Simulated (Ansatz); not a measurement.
**Electron scattering at the Σ5 (310) boundary in bcc Mo**

How much does the Σ5 (310) boundary in bcc Mo reflect electrons?

Program: Ansatz 0.2.0. Level of theory: Ansatz plane-wave DFT, PBEsol, PAW files; relaxation of a bicrystal slab with its lowest layers held; PAW set soft_1, in the first sound run; inputs show where later runs differ. Results are calculated unless marked as measured.

**1. The starting structure**

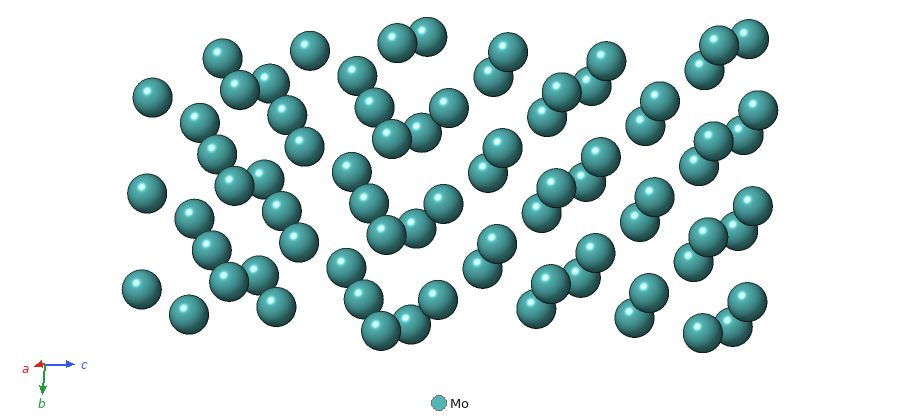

The starting structure, seen from the side, with the c axis across the page (molybdenum teal). 1×3×1 cells are drawn. Some periodic images of atoms are drawn too.

The cell holds 20 atoms: 20 Mo. Cell: a = 5.219 Å, b = 3.147 Å, c = 30.308 Å, α = 90.0°, β = 90.0°, γ = 72.5°. It derives from Mo. built on the (3 1 0) plane; 1 overlapping atoms removed and the grains opened by 0.4 Å. Vacuum lies along c.

**2. Relaxing the bicrystal**

The boundary is built by mirroring the lower grain in the boundary plane and removing any atoms that overlap. A thin bicrystal slab is relaxed first, with the lowest layers held and the upper grain free to shift and open.

input.yaml reads:

```yaml
crystal:
  lattice:
    - [5.2187091076, 0.0, 0.0]
    - [0.9488562014, 3.0005467684, 0.0]
    - [0.0, 0.0, 30.3082068143]
  atoms:
    - { symbol: Mo, position: [0.7999999999, 0.6000000001, 0.1649718187] }
    - { symbol: Mo, position: [0.1999999999, 0.9, 0.1978067794] }
    - { symbol: Mo, position: [0.5999999999, 0.2, 0.2306417401] }
    - { symbol: Mo, position: [1.0, 0.5, 0.2634767008] }
    - { symbol: Mo, position: [0.4, 0.8, 0.2963116615] }
    - { symbol: Mo, position: [0.8, 0.1, 0.3291466222] }
    - { symbol: Mo, position: [0.2, 0.4, 0.3619815829] }
    - { symbol: Mo, position: [0.6, 0.7, 0.3948165436] }
    - { symbol: Mo, position: [0.0, 0.0, 0.4276515043] }
    - { symbol: Mo, position: [0.6, 0.7, 0.4736842105] }
    - { symbol: Mo, position: [0.2, 0.4, 0.5065191712] }
    - { symbol: Mo, position: [0.8, 0.1, 0.5393541319] }
    - { symbol: Mo, position: [0.4, 0.8, 0.5721890926] }
    - { symbol: Mo, position: [1.0, 0.5, 0.6050240533] }
    - { symbol: Mo, position: [0.5999999999, 0.2, 0.637859014] }
    - { symbol: Mo, position: [0.1999999999, 0.9, 0.6706939747] }
    - { symbol: Mo, position: [0.7999999999, 0.6000000001, 0.7035289354] }
    - { symbol: Mo, position: [0.3999999999, 0.3000000001, 0.7363638961] }
    - { symbol: Mo, position: [0.9999999999, 1.0e-10, 0.7691988568] }
    - { symbol: Mo, position: [0.5999999999, 0.7000000001, 0.8020338175] }
kpoints:
  mp_grid: { grid: [8, 8, 1] }
hamiltonian:
  xc: pbesol
  pseudopotentials: { kind: paw, azcp: { folder: soft_1 }, xc_functional: pbe }
scf:
  occupations: { method: fermi_dirac, width: 0.1 }
relax:
  f_tol: 0.03
  max_steps: 80
  constraints: [{ sites: [0, 1, 2, 3] }]
```

On the command line:

```bash
> ansatz run input.yaml --threads 4 --pin off --max-ram 15360MiB --backend cpu --events-out ev --progress --plain --runs-dir out
```

Numbers of over 12 decimals in the logs are rounded to 6 here.

Log:

```text
Engine: ansatz 0.2.0, aarch64-unknown-linux-gnu
Pseudopotentials: kind: paw
Pseudopotential: Mo, paw, valence charge 14, recommended cutoff 420 eV (normal), soft_1/Mo.paw.azcp
Functional definition: PBEsol
  exchange = pbesol_x
  correlation = pbesol_c
Crystal: 20 atoms, lattice volume = 474.596 Å³
Basis set: ecut = 420 eV, 9333 PW (Γ), exchange–correlation on 72×48×432 points (8 copies of the dense FFT grid, shifted against one another)
Bands: 168, of which v1, the nominal top of the filled ones, is band 140 counted from 1 (139 counted from 0)
Symmetry: 2 space group operations
Space group: Cm (ITA 8), of the structure as read, at distance tolerance 7.8e-5 Å
k-points: 21 of 64 (time reversal used)
Non-local potential: Mo, projectors of the file, l = 0: 3, l = 1: 2, l = 2: 2, l = 3: 1
PAW form: soft (Blöchl's): semilocal exchange-correlation on the pseudo side does not see the compensation charge
PAW frozen core: Mo, regenerated for the run's functional, and the local potential with it (the file was generated under x = pbe(κ = 0.804, μ = 0.219515), c = pbe(β = 0.066725))
PAW one-centre angular grid: Mo, 590 points (default); XC on 64 Gauss nodes
Initial density: superposition of atomic densities (neutral atoms: chi_scale 0, normalization atom)
Initial wavefunctions: pseudopotential atomic-orbital guess
Functional: x = pbesol(κ = 0.804, μ = 0.123457), c = pbesol(β = 0.046)
SCF iter   1: F=—  HF=-97958.867731 eV  |F-HF|=—  |Δ(HF+E_count)|=         —  Δρ=9.32e-2  dr2=2.68e2  ethr=3.10e-3  ⟨swp⟩=7.9  Hψ=15750  notcnv=0
preconditioner: auto → LDOS  [metal: Δε(μ)=0.012 eV  Ē_g=4.466 eV  σ=0.100 eV  W_gap=0.03  n_scr=118 (ndim 8)  ℏωp=18.7 eV  f_vac=0.276  D(μ)=14.49/eV (n_scr^D=104)  β→1.0]
SCF iter   2: F=—  HF=-97952.574285 eV  |F-HF|=—  |Δ(HF+E_count)|=    6.29e0  Δρ=8.30e-2  dr2=3.98e2  ethr=3.10e-3  ⟨swp⟩=5.0  Hψ=10047  notcnv=0  defer=1
SCF iter   3: F=—  HF=-97940.767764 eV  |F-HF|=—  |Δ(HF+E_count)|=    1.18e1  Δρ=1.43e-2  dr2=6.75e0  ethr=3.10e-3  ⟨swp⟩=4.1  Hψ=8912  notcnv=0
SCF iter   4: F=—  HF=-97940.500858 eV  |F-HF|=—  |Δ(HF+E_count)|=   2.67e-1  Δρ=4.22e-3  dr2=1.57e-1  ethr=2.41e-3  ⟨swp⟩=2.5  Hψ=4618  notcnv=0
SCF iter   5: F=—  HF=-97940.463936 eV  |F-HF|=—  |Δ(HF+E_count)|=   3.69e-2  Δρ=1.53e-3  dr2=8.00e-2  ethr=5.60e-5  ⟨swp⟩=4.2  Hψ=8563  notcnv=0  defer=1
SCF iter   6: F=—  HF=-97940.462918 eV  |F-HF|=—  |Δ(HF+E_count)|=   1.02e-3  Δρ=7.12e-4  dr2=1.78e-2  ethr=2.86e-5  ⟨swp⟩=1.4  Hψ=3697  notcnv=0
SCF iter   7: F=—  HF=-97940.463740 eV  |F-HF|=—  |Δ(HF+E_count)|=   8.22e-4  Δρ=1.90e-4  dr2=3.38e-4  ethr=6.35e-6  ⟨swp⟩=1.2  Hψ=3587  notcnv=0
SCF iter   8: F=—  HF=-97940.463795 eV  |F-HF|=—  |Δ(HF+E_count)|=   5.50e-5  Δρ=9.36e-5  dr2=2.54e-4  ethr=1.21e-7  ⟨swp⟩=3.0  Hψ=7080  notcnv=0
SCF iter   9: F=-97940.463770 eV  HF=-97940.463782 eV  |F-HF|=1.23e-5  |Δ(HF+E_count)|=   1.30e-5  Δρ=3.53e-5  dr2=1.96e-5  ethr=8.04e-9  ⟨swp⟩=3.5  Hψ=13892  notcnv=0
SCF 1 converged in 9 iterations: F = -97940.463770 eV  dr2 = 1.96e-5
  greatest PAW one-centre occupation: 0.999 electrons in one spin orbital (limit 2), on the Mo atom at site 12 (counted from 0), in its partial waves of l = 0
relax step   1: F+E_penalty+E_count = -97940.46376999 eV  Δ(F+E_penalty+E_count) = +0.000e0 eV  max|allowed force component| = 2.273e0 eV/Å  Δτ_max = 0.0000 Å  (9 SCF iters, dr2 threshold 2.25e-5 eV, accepted)
Initial density: handed on by an earlier stage of this run
Initial wavefunctions: those handed on with the density
iter 1 solved again at ethr=4.25e-4 eV; its pass at ethr=3.10e-3 eV (dr2=1.19e0 eV) is discarded
SCF iter   1: F=—  HF=-97941.089937 eV  |F-HF|=—  |Δ(HF+E_count)|=         —  Δρ=1.04e-2  dr2=1.35e0  ethr=4.25e-4  ⟨swp⟩=1.8  Hψ=11131  notcnv=0  defer=1
eigensolver tolerance schedule calibrated: the retry pair's looser diagonalisation under-reported the residual by θ = 0.12 (0.14/decade); ethr = c·dr2/N_el runs at the constant in force after the calibration composes with the one it found (an armed cap, an earlier calibration), c = 5.1e-2
preconditioner: auto → LDOS  [metal: Δε(μ)=0.012 eV  Ē_g=3.900 eV  σ=0.100 eV  W_gap=0.03  n_scr=118 (ndim 8)  ℏωp=18.7 eV  f_vac=0.283  D(μ)=18.04/eV (n_scr^D=144)  β→1.0]
SCF iter   2: F=—  HF=-97941.031563 eV  |F-HF|=—  |Δ(HF+E_count)|=   5.84e-2  Δρ=4.58e-3  dr2=2.44e-1  ethr=2.45e-4  ⟨swp⟩=4.4  Hψ=6676  notcnv=0
SCF iter   3: F=—  HF=-97941.002773 eV  |F-HF|=—  |Δ(HF+E_count)|=   2.88e-2  Δρ=1.64e-3  dr2=3.69e-2  ethr=4.42e-5  ⟨swp⟩=3.0  Hψ=7767  notcnv=0
SCF iter   4: F=—  HF=-97940.998182 eV  |F-HF|=—  |Δ(HF+E_count)|=   4.59e-3  Δρ=3.62e-4  dr2=2.20e-3  ethr=6.67e-6  ⟨swp⟩=3.0  Hψ=6664  notcnv=0
SCF iter   5: F=—  HF=-97940.998143 eV  |F-HF|=—  |Δ(HF+E_count)|=   3.95e-5  Δρ=1.03e-4  dr2=2.28e-4  ethr=3.98e-7  ⟨swp⟩=2.8  Hψ=6321  notcnv=0
SCF iter   6: F=-97940.998179 eV  HF=-97940.998183 eV  |F-HF|=4.19e-6  |Δ(HF+E_count)|=   4.06e-5  Δρ=4.28e-5  dr2=1.85e-5  ethr=1.81e-8  ⟨swp⟩=3.0  Hψ=13839  notcnv=0
SCF 2 converged in 6 iterations: F = -97940.998179 eV  dr2 = 1.85e-5
  greatest PAW one-centre occupation: 0.999 electrons in one spin orbital (limit 2), on the Mo atom at site 17 (counted from 0), in its partial waves of l = 0
relax step   2: F+E_penalty+E_count = -97940.99817912 eV  Δ(F+E_penalty+E_count) = -5.344e-1 eV  max|allowed force component| = 5.709e-1 eV/Å  Δτ_max = 0.1949 Å  (6 SCF iters, dr2 threshold 1.00e-4 eV, accepted)
SCF iter   1: F=—  HF=-97941.578303 eV  |F-HF|=—  |Δ(HF+E_count)|=         —  Δρ=2.03e-2  dr2=1.23e1  ethr=3.10e-3  ⟨swp⟩=5.8  Hψ=8887  notcnv=0
preconditioner: auto → LDOS  [metal: Δε(μ)=0.004 eV  Ē_g=3.958 eV  σ=0.100 eV  W_gap=0.01  n_scr=118 (ndim 8)  ℏωp=18.7 eV  f_vac=0.289  D(μ)=17.69/eV (n_scr^D=136)  β→1.0]
SCF iter   2: F=—  HF=-97941.258752 eV  |F-HF|=—  |Δ(HF+E_count)|=   3.20e-1  Δρ=6.71e-3  dr2=4.37e-1  ethr=3.10e-3  ⟨swp⟩=2.0  Hψ=4438  notcnv=0
SCF iter   3: F=—  HF=-97941.209711 eV  |F-HF|=—  |Δ(HF+E_count)|=   4.90e-2  Δρ=4.41e-3  dr2=2.09e-1  ethr=1.56e-4  ⟨swp⟩=3.3  Hψ=7993  notcnv=0
SCF iter   4: F=—  HF=-97941.169422 eV  |F-HF|=—  |Δ(HF+E_count)|=   4.03e-2  Δρ=6.51e-4  dr2=5.46e-3  ethr=7.45e-5  ⟨swp⟩=2.1  Hψ=6570  notcnv=0
SCF iter   5: F=—  HF=-97941.169012 eV  |F-HF|=—  |Δ(HF+E_count)|=   4.10e-4  Δρ=2.02e-4  dr2=5.06e-4  ethr=1.95e-6  ⟨swp⟩=3.0  Hψ=7077  notcnv=0
SCF iter   6: F=—  HF=-97941.169109 eV  |F-HF|=—  |Δ(HF+E_count)|=   9.73e-5  Δρ=6.62e-5  dr2=4.49e-5  ethr=1.81e-7  ⟨swp⟩=2.0  Hψ=4899  notcnv=0
SCF iter   7: F=-97941.169110 eV  HF=-97941.169114 eV  |F-HF|=4.01e-6  |Δ(HF+E_count)|=   4.79e-6  Δρ=2.56e-5  dr2=9.17e-6  ethr=7.28e-9  ⟨swp⟩=5.0  Hψ=13292  notcnv=0
SCF 3 converged in 7 iterations: F = -97941.169110 eV  dr2 = 9.17e-6
  greatest PAW one-centre occupation: 0.999 electrons in one spin orbital (limit 2), on the Mo atom at site 2 (counted from 0), in its partial waves of l = 0
relax step   3: F+E_penalty+E_count = -97941.16911000 eV  Δ(F+E_penalty+E_count) = -1.709e-1 eV  max|allowed force component| = 2.551e-1 eV/Å  Δτ_max = 0.2000 Å  (7 SCF iters, dr2 threshold 2.04e-5 eV, accepted)
[...]
relax step   4: F+E_penalty+E_count = -97941.19549309 eV  Δ(F+E_penalty+E_count) = -2.638e-2 eV  max|allowed force component| = 2.376e-1 eV/Å  Δτ_max = 0.2000 Å  (8 SCF iters, dr2 threshold 4.11e-6 eV, accepted)
[...]
relax step   5: F+E_penalty+E_count = -97941.20691796 eV  Δ(F+E_penalty+E_count) = -1.142e-2 eV  max|allowed force component| = 1.815e-1 eV/Å  Δτ_max = 0.0399 Å  (6 SCF iters, dr2 threshold 1.13e-5 eV, accepted)
[...]
relax step   6: F+E_penalty+E_count = -97941.20890975 eV  Δ(F+E_penalty+E_count) = -1.992e-3 eV  max|allowed force component| = 8.650e-3 eV/Å  Δτ_max = 0.0204 Å  (4 SCF iters, dr2 threshold 1.92e-5 eV, accepted)
iter 1 solved again at ethr=5.92e-9 eV; its pass at ethr=3.10e-3 eV (dr2=1.66e-5 eV) is discarded
SCF iter   1: F=—  HF=-97941.208914 eV  |F-HF|=—  |Δ(HF+E_count)|=         —  Δρ=3.96e-5  dr2=1.66e-5  ethr=5.92e-9  ⟨swp⟩=1.6  Hψ=8407  notcnv=0
preconditioner: auto → LDOS  [metal: Δε(μ)=0.002 eV  Ē_g=3.978 eV  σ=0.100 eV  W_gap=0.00  n_scr=118 (ndim 8)  ℏωp=18.7 eV  f_vac=0.293  D(μ)=17.51/eV (n_scr^D=136)  β→1.0]
SCF iter   2: F=—  HF=-97941.208927 eV  |F-HF|=—  |Δ(HF+E_count)|=   1.27e-5  Δρ=4.70e-5  dr2=2.83e-5  ethr=5.92e-9  ⟨swp⟩=3.0  Hψ=7000  notcnv=0
SCF iter   3: F=—  HF=-97941.208919 eV  |F-HF|=—  |Δ(HF+E_count)|=   7.35e-6  Δρ=7.38e-6  dr2=7.16e-7  ethr=5.92e-9  ⟨swp⟩=2.2  Hψ=6289  notcnv=0
SCF iter   4: F=—  HF=-97941.208919 eV  |F-HF|=—  |Δ(HF+E_count)|=   2.95e-8  Δρ=4.57e-6  dr2=2.09e-7  ethr=2.56e-10  ⟨swp⟩=3.0  Hψ=7579  notcnv=0
SCF iter   5: F=-97941.208919 eV  HF=-97941.208919 eV  |F-HF|=8.85e-9  |Δ(HF+E_count)|=   1.74e-8  Δρ=9.12e-7  dr2=1.09e-8  ethr=3.57e-11  ⟨swp⟩=5.2  Hψ=12065  notcnv=0
SCF 7 converged in 5 iterations: F = -97941.208919 eV  dr2 = 1.09e-8
relax step   7: F+E_penalty+E_count = -97941.20891916 eV  Δ(F+E_penalty+E_count) = -9.414e-6 eV  max|allowed force component| = 8.359e-3 eV/Å  Δτ_max = 0.0000 Å  (5 SCF iters, accepted)
SCF converged after 5 iterations
Free energy (F): -97941.208919 eV
Harris-Foulkes:  -97941.208919 eV  (|F-HF|=8.85e-9)
Internal energy: -97940.635220 eV  (E = F + TS)
E sigma→0 (E₀):  -97940.922070 eV
Entropy (-TS):   -0.573699 eV (-28.685 meV/atom)
Fermi energy:    12.447817 eV
--- Per-component energies (eV) ---
  E_band       = -3472.081313
  E_kinetic    = 8439.026099
  E_local      = -278290.348320  (includes V_loc(G=0)·N_el)
  E_nonlocal   = 3010.922834
  E_hartree    = 135482.042313
  E_xc         = -3495.951982
  E_vxc        = -4373.319343  (∫ρ·V_xc dr)
  E_paw        = -63088.626437  (= ΣΔE_a)
  E_vpaw       = -3222.420779  (= ΣTr[D̂ρ^β])
  E_aug_tail   = 0.000913  (compensation charges beyond the density's cutoff)
  E_ewald      = 99998.113361
  E_core_change = 4.185999  (= ΣΔE_core)
  E_smearing   = -0.573699  (= −TS)
  E_closure    = 0.000000  (closes the sum)
  Σ components = -97941.208919   (vs F -97941.208919, Δ=0.00e0)
--- Forces (eV/Å), atoms counted from 1 ---
  atom   1  Mo     0.38817263    -0.12275096     2.18076926
  atom   2  Mo    -0.56638999     0.17910824    -0.31980689
  atom   3  Mo     0.12181026    -0.03851979    -1.16012606
  atom   4  Mo     0.05592298    -0.01768440    -0.70952941
  atom   5  Mo    -0.00052948     0.00016744     0.00042428
  atom   6  Mo    -0.00182224     0.00057624     0.00218144
  atom   7  Mo     0.00075955    -0.00024019    -0.00041656
  atom   8  Mo     0.00043362    -0.00013712    -0.00731786
  atom   9  Mo     0.00114931    -0.00036344     0.00574331
  atom  10  Mo    -0.00835943     0.00264348    -0.00087531
  atom  11  Mo     0.00249632    -0.00078941    -0.00370382
  atom  12  Mo     0.00456629    -0.00144399     0.00812422
  atom  13  Mo    -0.00522199     0.00165134    -0.00543435
  atom  14  Mo     0.00313425    -0.00099114    -0.00154566
  atom  15  Mo     0.00379451    -0.00119993    -0.00346489
  atom  16  Mo     0.00032122    -0.00010158     0.00165512
  atom  17  Mo     0.00015389    -0.00004866     0.00569887
  atom  18  Mo    -0.00015989     0.00005056     0.00014706
  atom  19  Mo     0.00026665    -0.00008432     0.00562484
  atom  20  Mo    -0.00048123     0.00015218     0.00190906
  max |Σ_I F_I| component: 5.67e-5 eV/Å
--- Relaxed structure (7 steps of the walk, 7 accepted, 0 SCFs on fresh bases) ---
  F+E_penalty+E_count = -97941.20891916 eV   max|allowed force component| = 8.359e-3 eV/Å
  atoms:
    - { symbol: Mo, position: [0.7999999999, 0.600000, 0.1649718187] }
    - { symbol: Mo, position: [0.1999999999, 0.900000, 0.1978067794] }
    - { symbol: Mo, position: [0.5999999999, 0.200000, 0.2306417401] }
    - { symbol: Mo, position: [1.0, 0.5, 0.2634767008] }
    - { symbol: Mo, position: [0.399822, 0.800089, 0.294900] }
    - { symbol: Mo, position: [0.803554, 0.098223, 0.328087] }
    - { symbol: Mo, position: [0.197206, 0.401397, 0.361135] }
    - { symbol: Mo, position: [0.597087, 0.701456, 0.389033] }
    - { symbol: Mo, position: [0.00618159, -0.0030908, 0.429827] }
    - { symbol: Mo, position: [0.600882, 0.699559, 0.470685] }
    - { symbol: Mo, position: [0.199764, 0.400118, 0.498161] }
    - { symbol: Mo, position: [0.804083, 0.097958, 0.531590] }
    - { symbol: Mo, position: [0.398089, 0.800955, 0.564639] }
    - { symbol: Mo, position: [1.000364, 0.499818, 0.596308] }
    - { symbol: Mo, position: [0.601404, 0.199298, 0.628760] }
    - { symbol: Mo, position: [0.203404, 0.898298, 0.661879] }
    - { symbol: Mo, position: [0.802470, 0.598765, 0.693433] }
    - { symbol: Mo, position: [0.398218, 0.300891, 0.727530] }
    - { symbol: Mo, position: [0.988598, 0.00570116, 0.758923] }
    - { symbol: Mo, position: [0.616463, 0.691769, 0.784461] }
```

It took 6.3 min on 4 threads of Arm Neoverse V1, shared host; peak memory 2.3 GiB; 25 min of CPU time.

The steps of the relaxation:

```
step  energy less that of the first step (eV)  largest force component (eV/Å)
   1                                   0.0000                          2.2726
   2                                  -0.5344                          0.5709
   3                                  -0.7053                          0.2551
   4                                  -0.7317                          0.2376
   5                                  -0.7431                          0.1815
   6                                  -0.7451                          0.0086
   7                                  -0.7451                          0.0084
```

The run keeps the 2 symmetry operations that it works with, so distortions that break them were not tested.

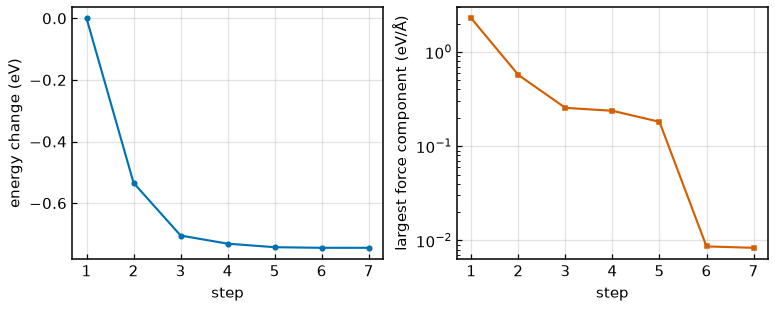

Energy and largest force along the relaxation.

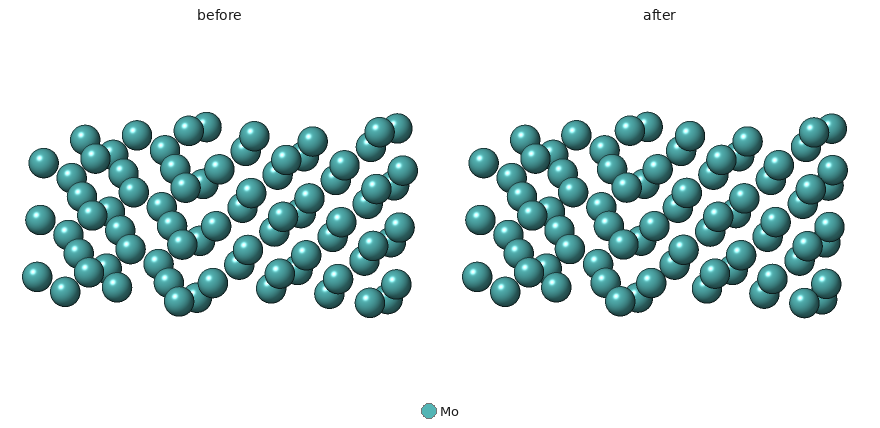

The structure before and after the relaxation, drawn at the same scale.

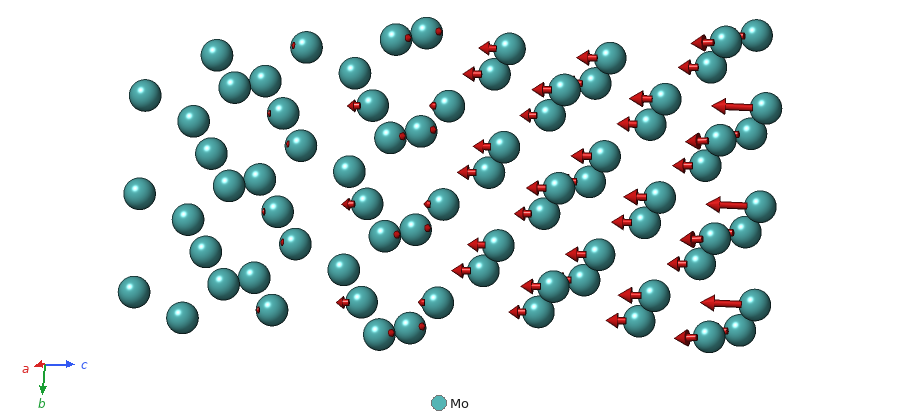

Displacements in the relaxation, exaggerated; the longest in the cell stands for 0.54 Å. 1×3×1 cells are drawn. Some periodic images of atoms are drawn too.

The atoms that moved most (Å):

```
atom      dx      dy      dz  length
Mo20   0.078  -0.025  -0.533   0.539
Mo19  -0.054   0.017  -0.311   0.317
Mo17   0.012  -0.004  -0.306   0.306
Mo15   0.007  -0.002  -0.276   0.276
Mo18  -0.008   0.003  -0.268   0.268
Mo16   0.016  -0.005  -0.267   0.268
Mo14   0.002  -0.001  -0.264   0.264
Mo11  -0.001   0.000  -0.253   0.253
```

This step gave:

```
free energy             : -97941.2089 eV
energy at zero smearing : -97940.9221 eV
Fermi energy            : 12.45 eV
```

The largest force component on a free atom ends at 0.0084 eV/Å, under the tolerance of 0.03, after 7 steps.

(Part 1 of 3 ends here.)

[Logs are printed without paths, hosts, clocks, repeated set-up lines and the standing remarks that a program may print on its own settings, such as how far it seeks lower states.]

[Hosts, paths, dates, database ids (printed as entryN), source tags and the programs' standing remarks are cut or masked in the printed files.]
